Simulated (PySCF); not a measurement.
## Electronic structure of C$_{3}$H$_{9}$FGe in real space

Input file:

```
{"job": {"kind": "uv", "xc": "CAM-B3LYP", "basis": "def2-SVPD", "nstates": 8, "ntriplets": 3}, "charge": 0, "multiplicity": 1}
C      2.379091     0.056329     0.252998
Ge     0.523400     0.195692     0.884449
C     -0.737068    -0.289331    -0.594563
C     -2.203152    -0.077649    -0.279891
F     -0.377866     0.525453    -1.668977
H      2.624388    -0.974747     0.009926
H      3.081023     0.406798     1.004942
H      2.506367     0.658199    -0.643443
H      0.258502    -0.705900     2.063011
H      0.197653     1.594749     1.329303
H     -0.567327    -1.312818    -0.947580
H     -2.490988    -0.734427     0.537388
H     -2.373940     0.954277     0.019763
H     -2.820760    -0.297097    -1.149417
```

Command:

```sh
OMP_NUM_THREADS=1 python probes_run.py task.json out
```

Geometry: GFN2-xTB.

Theory: PySCF 2.14.0, CAM-B3LYP/def2-SVPD, SCF density, gas phase.

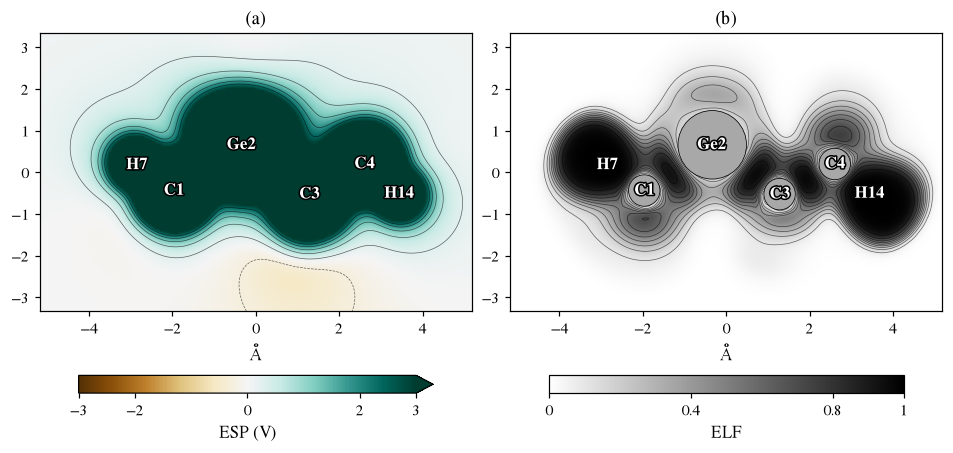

Figure 1. (a) molecular electrostatic potential; (b) electron localisation function on the plane of atoms C1, Ge2 and C3. Grey discs cover the atomic cores in the ELF map.

Q: Describe what can be read from this map.

A: Atoms in the plane: C, Ge and H. C–C (1.51 Å): the ELF peaks at about 0.95 between the atoms; a shared electron pair. C–Ge (1.97 Å): the ELF peaks at about 0.95 in the valence shell of C, 0.7 Å from its nucleus, and is about 0.75 at the midpoint. C–H (1.09 Å): the ELF climbs to about 1 towards the hydrogen, as it does in any bond to H (a covalent bond by its length). Outside the dense part of the molecule the potential is most negative (−0.5 V) near F5, which lies off the plane.

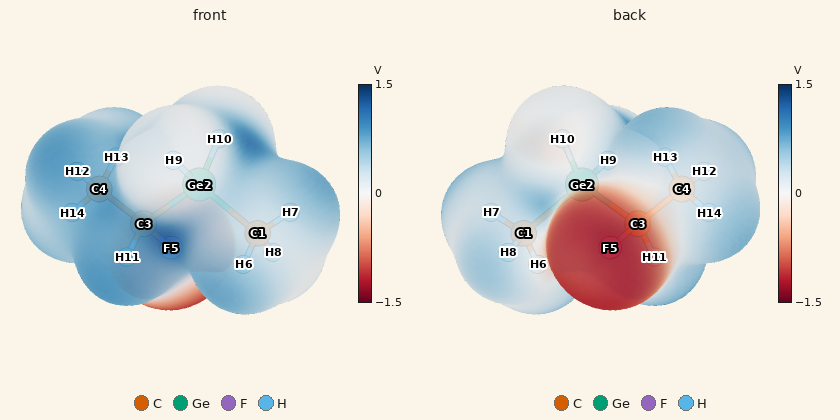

Figure 2. The molecular electrostatic potential painted on the density surface at 0.002 e/bohr³, seen from the front and from behind; the colour scale runs from red (negative) to blue (positive).

Q: Describe the electrostatic potential map.

A: The most negative region (about −1.2 V) lies over F5, the most positive (about +1.1 V) over Ge2.
